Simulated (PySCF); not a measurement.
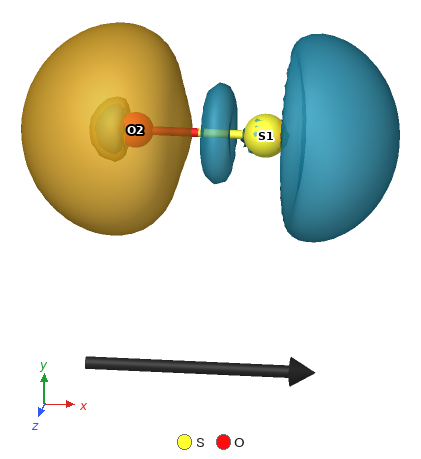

Figure 1: OS, triplet, SMILES `[S][O]`. Change of the electron density in a uniform field of 0.26 V/Å along +x (arrow), surfaces at ±0.0015 e/Å³ (yellow: gain, teal: loss).

Computed with PySCF, PBE/6-31+G*, geometry: GFN2-xTB. No frequency check shows the geometry to be a minimum. The basis has diffuse s and p functions alone, which still leaves polarisabilities too small, most of all across bonds. The stability of the open-shell solution wasn't checked. GFN2-xTB bond lengths at metals and heavier atoms can be off by up to 0.1 Å and shapes distorted, which carries into these values. GFN2-xTB doesn't know the spin state, so this open-shell geometry is rough.

Input script:

```python
import numpy as np
from pyscf import gto, scf, dft
from pyscf.scf import atom_ks, atom_hf
from scipy.linalg import block_diag

def solve(mol, dm0=None, hcore=None):
    mf = (dft.UKS if mol.spin else dft.RKS)(mol, xc='pbe')
    mf.grids.level = 3
    mf = mf.density_fit(auxbasis='def2-universal-jkfit')
    mf.conv_tol, mf.max_cycle = 1e-8, 80
    if hcore is not None:
        mf.get_hcore = lambda *args: hcore
    mf.kernel(dm0)
    if not mf.converged:
        mf = mf.newton().run(mf.mo_coeff, mf.mo_occ, max_cycle=30)
    assert mf.converged, 'SCF not converged'
    return mf

mol = gto.M(atom='''
S      0.48902     0.00000     0.00000
O     -0.97804     0.00000     0.00000
''', basis='6-31+g*', charge=0, spin=2, verbose=4)
field = np.array([0.005, 0.0, 0.0])  # atomic units
mol.set_common_orig(mol.atom_charges() @ mol.atom_coords() / mol.atom_charges().sum())
mf = solve(mol)
out = dict(dm0=mf.make_rdm1(), d0=mf.dip_moment(unit='AU'), e0=mf.e_tot)
for name, sign in (('p', 1), ('m', -1)):
    h = mf.get_hcore() + sign * np.einsum('x,xij->ij', field, mol.intor('int1e_r'))
    mi = solve(mol, mf.make_rdm1(), h)
    out.update({'dm' + name: mi.make_rdm1(), 'd' + name: mi.dip_moment(unit='AU'), 'e' + name: mi.e_tot})
# spherically averaged free atoms, for the promolecule
atm = atom_ks.get_atm_nrks(mol, xc='pbe')
pro = block_diag(*[(atm[a[0]][2] * atm[a[0]][3]) @ atm[a[0]][2].T for a in mol._atom])
np.savez('result.npz', pro=pro, **out)
```

Launched as:

```sh
OMP_NUM_THREADS=1 python input.py
```

The run took 8.2 s on 1 thread of Arm Neoverse N1, with other jobs on the host, peak memory 0.2 GiB.

Partitions, critical points and surface values were worked out afterwards from this run's density.

Q: What dipole is induced, and what polarisability does it imply?

A: The induced dipole is 0.34 D (along the field); α along this axis, from the fields in both directions, is 27 bohr³ (3.9 Å³).

Q: Which atoms gain and lose the most charge?

A: Electrons gather most on O2 (Hirshfeld charge changes by −0.025 e) and leave S1 most (+0.025 e); 0.029 electrons are displaced in all.
